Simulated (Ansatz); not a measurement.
## Electronic structure of AlF$_{2}$H$_{2}$ (doublet) in real space

```yaml
atoms:
  - { symbol: Al, position_ang: [0.0801, 0.2340, 0.6634] }
  - { symbol: H, position_ang: [0.4877, -1.3800, 0.9891] }
  - { symbol: F, position_ang: [1.0137, 0.9614, -0.5292] }
  - { symbol: H, position_ang: [-1.0204, -0.9240, 0.0947] }
  - { symbol: F, position_ang: [-0.4485, 1.1086, 1.9970] }
```

All numbers below come from UKS LDA/cc-pVDZ in Ansatz 0.2.0.

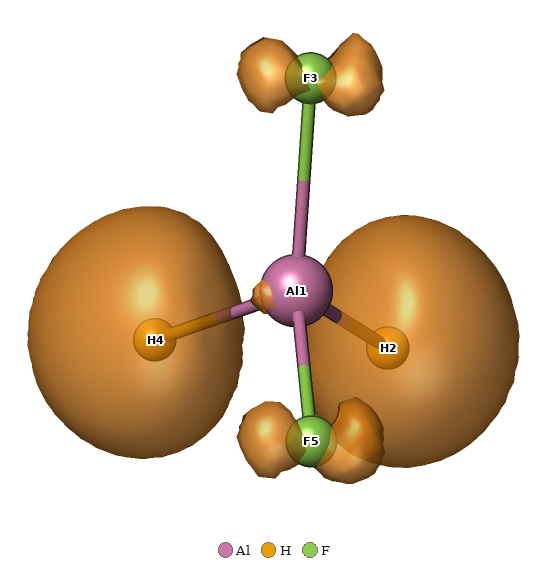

Figure 1. Isosurfaces of the spin density (α minus β) at +0.03 (orange) and −0.03 e/Å³ (purple), seen at an oblique angle.

> Which atoms carry the spin?

The unpaired spin (1 electron) lies mostly on H2 (about 0.3), H4 (about 0.3) and Al1 (about 0.3), in electrons by Hirshfeld's partition.

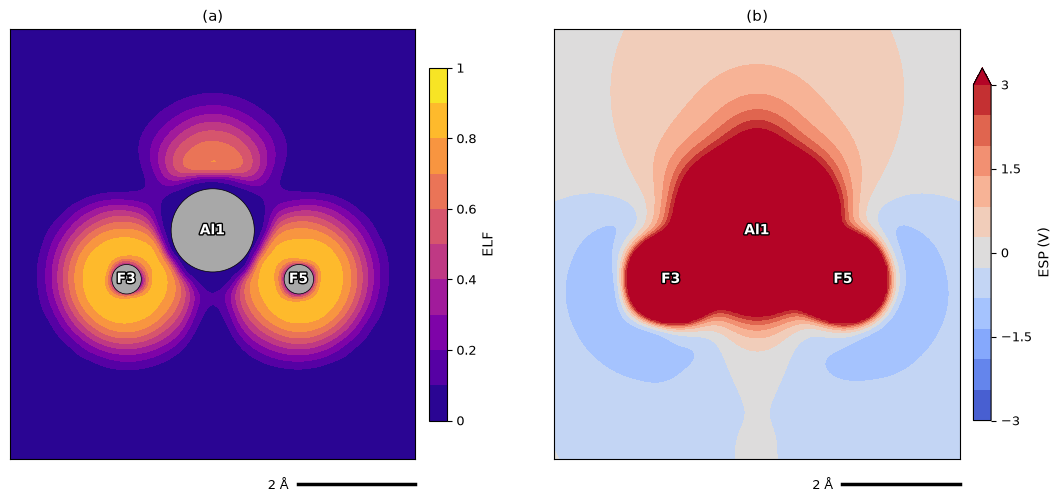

Figure 2. (a) ELF; (b) molecular electrostatic potential on the plane of atoms F3, Al1 and F5. Grey discs cover the atomic cores in the ELF map.

> Interpret the plot.

- The section cuts through Al and F sites.
- Al–F (1.68 Å): the ELF peaks at about 0.85 in the valence shell of F, 0.5 Å from its nucleus, and is about 0.30 at the midpoint.
- The ELF also peaks beside F5 and F3, away from the bonds: non-bonding electrons, paired or unpaired.
- Outside the dense part of the molecule the potential is most negative (−1.3 V) near F3 and F5.

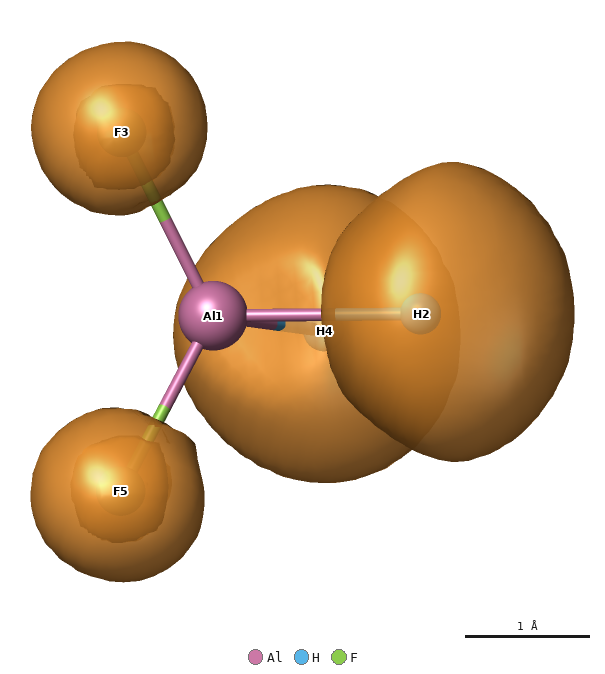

Figure 3. Isosurface of the ELF at 0.8 (orange), seen at a tilt. Only the valence region is drawn (cores and ρ < 0.01 e/Å³ removed).

> Identify the bonds, lone pairs and shells in this picture.

At this value the surface marks out two regions around hydrogen nuclei and two regions wrapped around F (the valence shell of each). Profiles from the grid: Al–H (1.70 Å): the ELF climbs to about 1 towards the hydrogen.
